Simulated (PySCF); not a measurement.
# CH9OPSi2 (SMILES C[SiH](P)O[SiH3]) at 6 levels

Wanted: a comparison of 6 runs (HF/STO-3G, HF/6-31G*, HF/def2-SVPD, B3LYP/6-31G*, PBE/def2-SVP, PBE0/def2-SVP) of CH9OPSi2. Input form: a Python script.

The calculation is run with PySCF 2.14.0.

**1. The system as given**

The species is CH9OPSi2 (14 atoms), meant as a singlet with charge 0. As SMILES, `C[SiH](P)O[SiH3]`. The shape is that of a GFN2-xTB optimisation. This is one conformer, not always the lowest.

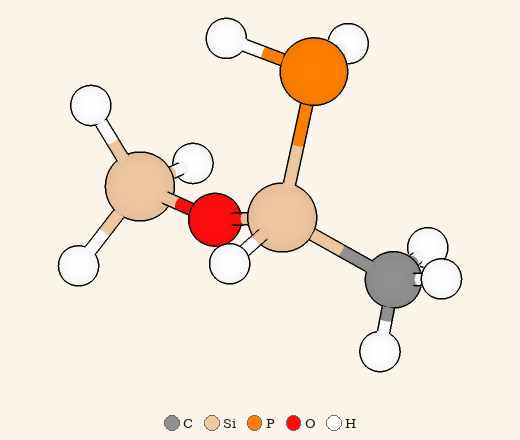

The structure, seen from a chosen angle (carbon grey, silicon light orange, phosphorus orange, oxygen red, hydrogen white).

**2. Energy and forces at HF/STO-3G (run 1)**

Contents of input.py:

```python
from pyscf import gto, scf

system = gto.M(
    atom='''
C     -3.549095     2.197222     0.411620
Si    -0.082354     1.504241     1.010493
P      0.343136    -0.846654     4.538650
O      1.023022     0.070695    -1.469867
Si     2.652722    -1.878293    -3.183622
H     -4.386848     3.122149     2.038693
H     -4.616072     0.481899     0.045901
H     -3.779169     3.433670    -1.207006
H      1.461949     3.786728     1.281008
H      2.666404    -1.826987     3.844175
H     -0.925947    -2.924729     3.576911
H      4.671951    -2.942436    -1.621952
H      3.637987    -0.346803    -5.253911
H      0.882332    -3.830683    -4.011114
''',
    max_memory=1860,
    unit='bohr',
    spin=0,
    verbose=4,
    charge=0,
    basis='sto-3g',
)

mf = scf.RHF(system)
mf.conv_tol = 1e-10
mf.kernel()
if not mf.converged:
    mf = mf.newton().run(mf.mo_coeff, mf.mo_occ)

e_tot = mf.e_tot
print('Final energy', e_tot)
grad = mf.nuc_grad_method().kernel()
mf.analyze()
```

Run with:

```bash
$ OMP_NUM_THREADS=1 python input.py
```

Output:

```text
PySCF version 2.14.0

[... 81 lines left out ...]
Nuclear Repulsion Energy =             365.021318878397722
[... 6 lines left out ...]
MO #1   energy= -78.8900753653841  occ= 2
[... 4 lines left out ...]
MO #6   energy= -7.21298643729301  occ= 2
[... 4 lines left out ...]
MO #11  energy= -5.03387708960062  occ= 2
[... 4 lines left out ...]
MO #16  energy= -4.00757248451377  occ= 2
[... 4 lines left out ...]
MO #21  energy= -0.697247738631174 occ= 2
[... 4 lines left out ...]
MO #26  energy= -0.47035055734114  occ= 2
[... 4 lines left out ...]
MO #31  energy= -0.321311373968886 occ= 2
[... 4 lines left out ...]
MO #36  energy= 0.47514914147012   occ= 0
[... 4 lines left out ...]
MO #41  energy= 0.614614585638334  occ= 0
[... 4 lines left out ...]
MO #46  energy= 0.78337173418698   occ= 0
[... 24 lines left out ...]
pop of  2 P 3pz           1.36005
pop of  3 O 1s            1.99989
pop of  3 O 2s            1.59501
pop of  3 O 2px           1.73826
pop of  3 O 2py           1.66970
pop of  3 O 2pz           1.53094
pop of  4 Si 1s           2.00000
pop of  4 Si 2s           1.99985
pop of  4 Si 3s           1.06044
pop of  4 Si 2px          1.99904
pop of  4 Si 2py          1.99907
pop of  4 Si 2pz          1.99909
pop of  4 Si 3px          0.74074
pop of  4 Si 3py          0.71873
pop of  4 Si 3pz          0.73579
pop of  5 H 1s            0.97082
pop of  6 H 1s            0.96979
pop of  7 H 1s            0.96813
pop of  8 H 1s            1.16659
pop of  9 H 1s            1.10902
pop of  10 H 1s           1.10971
pop of  11 H 1s           1.16175
pop of  12 H 1s           1.15420
pop of  13 H 1s           1.15823
 ** Mulliken atomic charges  **
charge of    0C =     -0.27473
charge of    1Si =      0.68655
charge of    2P =      0.14297
charge of    3O =     -0.53381
charge of    4Si =      0.74726
charge of    5H =      0.02918
charge of    6H =      0.03021
charge of    7H =      0.03187
charge of    8H =     -0.16659
charge of    9H =     -0.10902
charge of   10H =     -0.10971
charge of   11H =     -0.16175
charge of   12H =     -0.15420
charge of   13H =     -0.15823
Dipole moment(X, Y, Z, Debye):  0.31856, -0.41539, -0.63367
```

It took 4.2 s on 1 thread of Arm Neoverse V1, shared host; peak memory 0.12 GiB.

**3. Energy and forces at HF/6-31G(d) (spherical functions) (run 2)**

Contents of run.py:

```python
import pyscf.grad
from pyscf import gto, scf

mol = gto.Mole()
mol.atom = '''
C     -3.549095     2.197222     0.411620
Si    -0.082354     1.504241     1.010493
P      0.343136    -0.846654     4.538650
O      1.023022     0.070695    -1.469867
Si     2.652722    -1.878293    -3.183622
H     -4.386848     3.122149     2.038693
H     -4.616072     0.481899     0.045901
H     -3.779169     3.433670    -1.207006
H      1.461949     3.786728     1.281008
H      2.666404    -1.826987     3.844175
H     -0.925947    -2.924729     3.576911
H      4.671951    -2.942436    -1.621952
H      3.637987    -0.346803    -5.253911
H      0.882332    -3.830683    -4.011114
'''
mol.verbose = 4
mol.max_memory = 1860
mol.charge = 0
mol.spin = 0
mol.basis = '6-31g*'
mol.unit = 'bohr'
mol.build()

myscf = scf.RHF(mol)
myscf.conv_tol = 1e-10
myscf.kernel()
if not myscf.converged:
    myscf = myscf.newton().run(myscf.mo_coeff, myscf.mo_occ)

e_final = myscf.e_tot
print('E(%s) = %.9f' % ('HF', e_final))
grad = myscf.Gradients().kernel()
myscf.analyze()
```

Run with:

```bash
$ OMP_NUM_THREADS=1 python run.py
```

Output:

```text
PySCF version 2.14.0

[... 87 lines left out ...]
DFT Exchange-Correlation Energy =      -80.266245560085963
[... 11 lines left out ...]
MO #10  energy= -5.35795619039728  occ= 2
[... 9 lines left out ...]
MO #20  energy= -0.856857926410861 occ= 2
[... 9 lines left out ...]
MO #30  energy= -0.472254336970224 occ= 2
[... 9 lines left out ...]
MO #40  energy= 0.214975330736736  occ= 0
[... 9 lines left out ...]
MO #50  energy= 0.407972503640145  occ= 0
[... 9 lines left out ...]
MO #60  energy= 0.760166168110561  occ= 0
[... 9 lines left out ...]
MO #70  energy= 0.970079189802519  occ= 0
[... 9 lines left out ...]
MO #80  energy= 1.40326153920879   occ= 0
[... 9 lines left out ...]
MO #90  energy= 1.91186719220711   occ= 0
[... 9 lines left out ...]
MO #100 energy= 3.14831751951178   occ= 0
[... 78 lines left out ...]
pop of  4 Si 4pz          0.01469
pop of  4 Si 3dxy         0.01815
pop of  4 Si 3dyz         0.01606
pop of  4 Si 3dz^2        0.00784
pop of  4 Si 3dxz         0.01600
pop of  4 Si 3dx2-y2      0.00632
pop of  5 H 1s            0.89075
pop of  5 H 2s            0.00650
pop of  6 H 1s            0.88874
pop of  6 H 2s            0.00683
pop of  7 H 1s            0.88580
pop of  7 H 2s            0.00701
pop of  8 H 1s            1.15332
pop of  8 H 2s            0.00208
pop of  9 H 1s            1.01603
pop of  9 H 2s            0.00417
pop of  10 H 1s           1.01985
pop of  10 H 2s           0.00432
pop of  11 H 1s           1.15184
pop of  11 H 2s           0.00173
pop of  12 H 1s           1.14367
pop of  12 H 2s           0.00171
pop of  13 H 1s           1.14789
pop of  13 H 2s           0.00170
 ** Mulliken atomic charges  **
charge of    0C =     -0.54638
charge of    1Si =      1.01240
charge of    2P =     -0.12107
charge of    3O =     -0.92521
charge of    4Si =      0.91420
charge of    5H =      0.10276
charge of    6H =      0.10443
charge of    7H =      0.10719
charge of    8H =     -0.15540
charge of    9H =     -0.02021
charge of   10H =     -0.02417
charge of   11H =     -0.15357
charge of   12H =     -0.14539
charge of   13H =     -0.14959
Dipole moment(X, Y, Z, Debye): -0.09130, -0.30540, -1.23055
```

It took 22 s on 1 thread of Arm Neoverse V1, shared host; peak memory 0.21 GiB.

Run 3 isn't shown in full; the table further down has it.

**4. Energy and forces at B3LYP/6-31G(d) (Cartesian functions) (run 4)**

Contents of job.py:

```python
import pyscf.grad
from pyscf import gto, dft

mol = gto.M(
    atom='''
C     -3.549095     2.197222     0.411620
Si    -0.082354     1.504241     1.010493
P      0.343136    -0.846654     4.538650
O      1.023022     0.070695    -1.469867
Si     2.652722    -1.878293    -3.183622
H     -4.386848     3.122149     2.038693
H     -4.616072     0.481899     0.045901
H     -3.779169     3.433670    -1.207006
H      1.461949     3.786728     1.281008
H      2.666404    -1.826987     3.844175
H     -0.925947    -2.924729     3.576911
H      4.671951    -2.942436    -1.621952
H      3.637987    -0.346803    -5.253911
H      0.882332    -3.830683    -4.011114
''',
    unit='bohr',
    basis='6-31g*',
    charge=0,
    max_memory=1860,
    spin=0,
    verbose=3,
    cart=True,
)

ks = dft.RKS(mol)
ks.xc = 'b3lyp'
ks.conv_tol = 1e-10
ks.grids.level = 5
ks.kernel()
if not ks.converged:
    ks = ks.newton().run(ks.mo_coeff, ks.mo_occ)

etot = ks.e_tot
print(f'total energy: {etot:.8f} hartree')
grad = ks.Gradients().kernel()
ks.analyze()
```

Run with:

```bash
$ OMP_NUM_THREADS=1 python job.py
```

Output:

```text
converged SCF energy = -1039.16789107002
[... 15 lines left out ...]
MO #6   energy= -6.53568999196225  occ= 2
[... 8 lines left out ...]
MO #15  energy= -3.65893300156261  occ= 2
[... 8 lines left out ...]
MO #24  energy= -0.417390624387653 occ= 2
[... 8 lines left out ...]
MO #33  energy= -0.250710243011465 occ= 2
[... 8 lines left out ...]
MO #42  energy= 0.134453491914568  occ= 0
[... 8 lines left out ...]
MO #51  energy= 0.288867739806166  occ= 0
[... 8 lines left out ...]
MO #60  energy= 0.566176495538998  occ= 0
[... 8 lines left out ...]
MO #69  energy= 0.73611293422461   occ= 0
[... 8 lines left out ...]
MO #78  energy= 0.984812829922057  occ= 0
[... 8 lines left out ...]
MO #87  energy= 1.21984324101689   occ= 0
[... 8 lines left out ...]
MO #96  energy= 2.15691963067836   occ= 0
[... 8 lines left out ...]
MO #105 energy= 4.1843776835685    occ= 0
[... 15 lines left out ...]
Dipole moment(X, Y, Z, Debye): -0.21939, -0.32742, -1.22156
```

It took 75 s on 1 thread of Arm Neoverse V1, shared host; peak memory 1.1 GiB.

Run 5 isn't shown in full; the table further down has it.

**5. Energy and gradient at PBE0/def2-SVP (run 6)**

Contents of run.py:

```python
import pyscf.grad
from pyscf import gto, dft

mol = gto.Mole()
mol.atom = [
    ('C', (-1.878100, 1.162720, 0.217820)),
    ('Si', (-0.043580, 0.796010, 0.534730)),
    ('P', (0.181580, -0.448030, 2.401750)),
    ('O', (0.541360, 0.037410, -0.777820)),
    ('Si', (1.403760, -0.993950, -1.684700)),
    ('H', (-2.321420, 1.652170, 1.078830)),
    ('H', (-2.442720, 0.255010, 0.024290)),
    ('H', (-1.999850, 1.817020, -0.638720)),
    ('H', (0.773630, 2.003850, 0.677880)),
    ('H', (1.411000, -0.966800, 2.034250)),
    ('H', (-0.489990, -1.547700, 1.892820)),
    ('H', (2.472290, -1.557070, -0.858300)),
    ('H', (1.925140, -0.183520, -2.780250)),
    ('H', (0.466910, -2.027110, -2.122590)),
]
mol.verbose = 3
mol.charge = 0
mol.spin = 0
mol.basis = 'def2-svp'
mol.max_memory = 1860
mol.build()

ks = dft.RKS(mol, xc='pbe0')
ks.conv_tol = 1e-10
ks.grids.level = 5
ks.kernel()
if not ks.converged:
    ks = ks.newton().run(ks.mo_coeff, ks.mo_occ)

e_final = ks.e_tot
print('E(%s) = %.9f' % ('PBE0', e_final))
grad = ks.Gradients().kernel()
dip = ks.dip_moment()
pop, q = ks.mulliken_pop()
```

Run with:

```bash
$ OMP_NUM_THREADS=1 python run.py
```

Output:

```text
converged SCF energy = -1038.27310771837
[... 9 lines left out ...]
Dipole moment(X, Y, Z, Debye): -0.24800, -0.33487, -1.05743
[... 103 lines left out ...]
pop of  9 H 1s            0.72967
pop of  9 H 2s            0.23511
pop of  9 H 2px           0.00994
pop of  9 H 2py           0.00461
pop of  9 H 2pz           0.00546
pop of  10 H 1s           0.73027
pop of  10 H 2s           0.23817
pop of  10 H 2px          0.00507
pop of  10 H 2py          0.00890
pop of  10 H 2pz          0.00587
pop of  11 H 1s           0.74876
pop of  11 H 2s           0.34946
pop of  11 H 2px          0.00474
pop of  11 H 2py          0.00187
pop of  11 H 2pz          0.00313
pop of  12 H 1s           0.74831
pop of  12 H 2s           0.34438
pop of  12 H 2px          0.00170
pop of  12 H 2py          0.00314
pop of  12 H 2pz          0.00484
pop of  13 H 1s           0.74855
pop of  13 H 2s           0.34785
pop of  13 H 2px          0.00389
pop of  13 H 2py          0.00434
pop of  13 H 2pz          0.00142
 ** Mulliken atomic charges  **
charge of    0C =     -0.35575
charge of    1Si =      0.62529
charge of    2P =     -0.15861
charge of    3O =     -0.55008
charge of    4Si =      0.59192
charge of    5H =      0.07412
charge of    6H =      0.07462
charge of    7H =      0.07837
charge of    8H =     -0.09044
charge of    9H =      0.01521
charge of   10H =      0.01172
charge of   11H =     -0.10795
charge of   12H =     -0.10237
charge of   13H =     -0.10605
```

Run time: 1.7 min. Hardware: 1 thread of Arm Neoverse V1, shared host; peak memory 1.4 GiB.

**6. All runs side by side**

```csv
run,level,Cartesian functions,integration grid,energy (Eh),dipole moment (D),HOMO energy (eV),LUMO energy (eV),wall time
1,HF/STO-3G,no,–,-1024.670751,0.82,-6.60,10.81,4.2 s
2,HF/6-31G* (spherical functions),no,–,-1036.609917,1.27,-9.75,3.67,22 s
3,HF/def2-SVPD,no,–,-1036.305814,1.00,-9.82,2.33,61 s
4,B3LYP/6-31G* (Cartesian functions),yes,5,-1039.167891,1.28,-6.82,0.28,75 s
5,PBE/def2-SVP,no,5,-1038.161921,1.10,-5.99,-0.31,1.8 min
6,PBE0/def2-SVP,no,5,-1038.273108,1.14,-7.18,0.57,1.7 min
```

**7. Summary of results**

| quantity | value |
| --- | --- |
| run 6: total energy | -1038.27311 Eh |
| run 6: dipole moment | 1.14 D |
| run 6: HOMO energy | -7.18 eV |
| run 6: LUMO energy | 0.57 eV |
| run 6: HOMO–LUMO gap | 7.75 eV |
| run 6: largest force on an atom | 1.390 eV/Å |

What this shows: The dipole moment (its size) runs from 0.82 D (HF/STO-3G) to 1.28 D (B3LYP/6-31G*). The two ends differ in method and basis. The HOMO–LUMO gap runs from 5.68 eV (PBE/def2-SVP) to 17.41 eV (HF/STO-3G). Totals of different functionals can't be ranked against each other. In run 1 the basis is minimal, so the values are rough. All runs together took 6.2 min, the longest 1.8 min.
